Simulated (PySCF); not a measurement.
**F$_{6}$Te, SMILES `F[Te](F)(F)(F)(F)F`: what the electrons do**

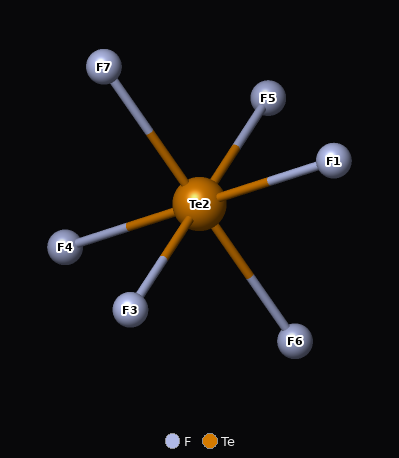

The molecule, with its atoms numbered as below. No frequency check shows the geometry to be a minimum.

Coordinates in Å:

```
F1       1.4008    0.0943    1.2519
Te2      0.0002   -0.0001   -0.0001
F3      -0.7317   -1.4642    0.9266
F4      -1.4003   -0.0945   -1.2521
F5       0.7295    1.4655   -0.9264
F6       1.0225   -1.1765   -1.0532
F7      -1.0219    1.1761    1.0533
```

Part 1: Bonding charge

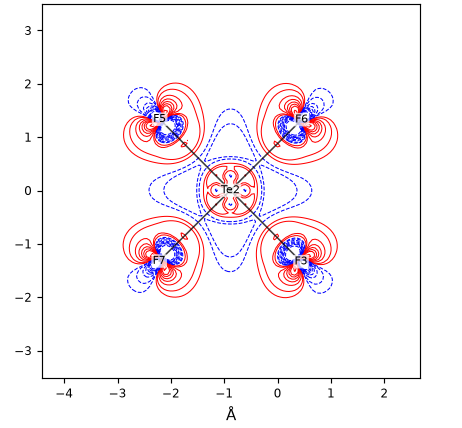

Deformation density (molecule less spherical, spin-averaged free atoms) in the plane of Te2, F3, F5, F6 and F7; contours at ±0.05 to ±0.8 e/Å³; solid red lines: gain, dashed blue lines: loss.

Level of theory: ωB97X/def2-TZVP (PySCF), at a geometry from GFN2-xTB. Core potentials replace the inner electrons of Te; spin–orbit coupling isn't included.

**Describe the bonding that the map shows.**

Te2–F3, Te2–F7, Te2–F5 and Te2–F6: +0.03 e/Å³ at the bond critical point (bond length 1.88 Å, Mayer order 1.0); up to 0.6 Å beside the axis the gain reaches +0.21 e/Å³. In all, 1.8 electrons gather in the regions of gain relative to the promolecule. A small or negative value marks a very polar bond, one between electron-rich atoms, whose free-atom densities already overlap strongly, a long bond to a heavier atom, or a closed-shell contact such as a hydrogen bond.

Part 2: Bond critical points

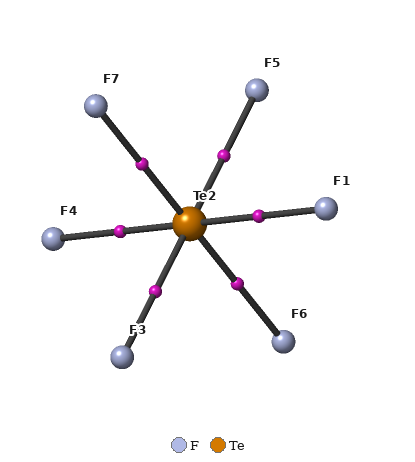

Molecular graph of the electron density (QTAIM): bond paths, bond critical points (magenta), ring points (cyan, if any); weak paths are dashed.

**How many critical points of each kind are there, and does the count close?**

7 nuclei, 6 bond, 0 ring and 0 cage critical points: 7 − 6 + 0 − 0 = 1, as the Poincaré–Hopf relation requires.

**Tabulate density, Laplacian, ellipticity and energy density at the bond critical points (atomic units).**

```tsv
bond	length (Å)	ρ (a.u.)	∇²ρ (a.u.)	ε	H (a.u.)
Te2–F3 (6 alike)	1.881	0.148	+0.48	0.00	−0.071
```

**What kind of interaction is Te2–F3?**

Polar or intermediate (positive Laplacian, negative energy density H): ρ = 0.148, ∇²ρ = +0.48, H = −0.071 a.u.

Part 3: Electrostatic potential

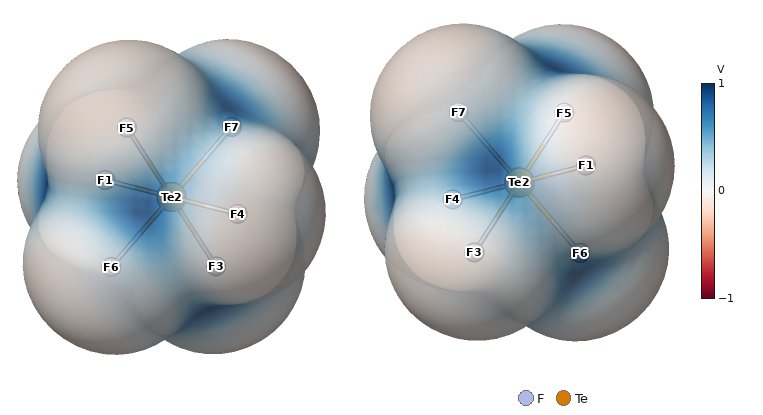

Electrostatic potential on the surface of electron density 0.001 a.u. (back view left, front view right).

**Where are the extremes of the potential on the surface?**

Highest: 0.99 V, near F4 (1.95 Å), F5 (2.02 Å) and F6 (2.02 Å), over Te2 (2.4 Å). Lowest: −0.10 V, 1.6 Å from F7, and at like points elsewhere. The surface is sampled at points, so like sites can differ by a few per cent and only the strongest of them is named.

Part 4: In an electric field

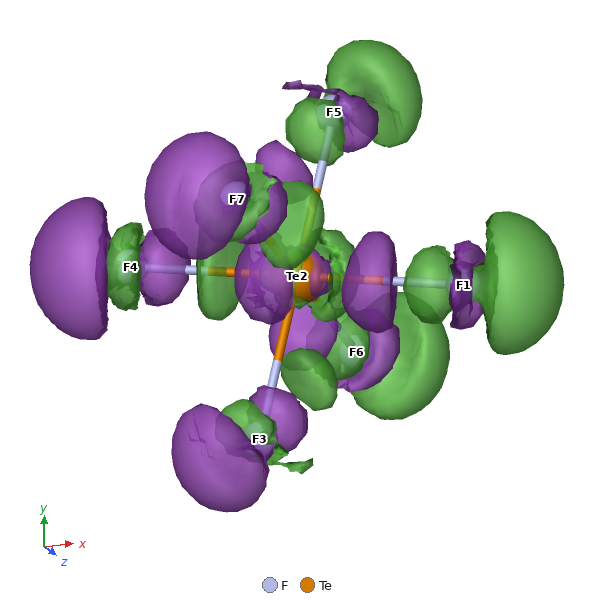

Change of the electron density in a uniform field of 0.21 V/Å, surfaces at ±0.002 e/Å³ (purple: gain, green: loss).

Level of theory: ωB97X/def2-TZVP (PySCF), at a geometry from GFN2-xTB. Core potentials replace the inner electrons of Te; spin–orbit coupling isn't included. A basis without diffuse functions makes polarisabilities too small.

**Along which Cartesian direction does the field point?**

Along +x: electrons gather on the −x side, against the field.

**How large is the response?**

The induced dipole is 0.39 D (along the field); α along this axis, from the fields in both directions, is 38 bohr³ (5.6 Å³).

**Which atoms gain and lose the most charge?**

Electrons gather most on F4 (Hirshfeld charge changes by −0.009 e) and leave F1 most (+0.009 e); 0.042 electrons are displaced in all.

The PySCF runs shown took 23 s and 57 s on 1 thread of Intel(R) Xeon(R) Platinum 8488C (Sapphire Rapids), with other jobs on the host.
